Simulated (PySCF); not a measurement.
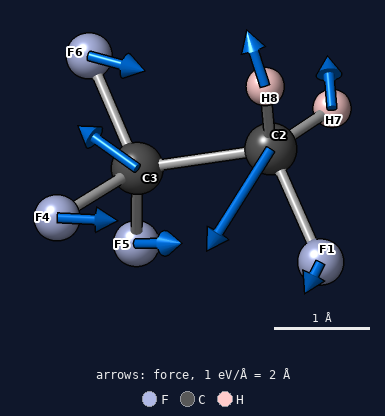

Starting geometry of C$_{2}$H$_{2}$F$_{4}$ with the computed forces as blue arrows. A ball-and-stick model, seen at a tilt.

The start comes from GFN2-xTB.

Method: PBE0-D3(BJ)/def2-SVP geometry optimisation, gas phase (PySCF). 

### Is this structure relaxed? If not, where do the atoms go?

It isn't relaxed: the largest force vector, on C2, is 0.65 eV/Å. The final displacements follow the starting forces only in part (cosine between the two patterns 0.59). The energy falls by 2.17 kJ/mol in 5 geometry steps. The largest move after the best rigid fit is that of H7, 0.039 Å. Largest moves by element: H 0.039 Å, F 0.036 Å, C 0.017 Å. Some distances before and after: C2–C3 1.531 → 1.513 Å, C2–H7 1.095 → 1.102 Å, C3–F6 1.342 → 1.336 Å.
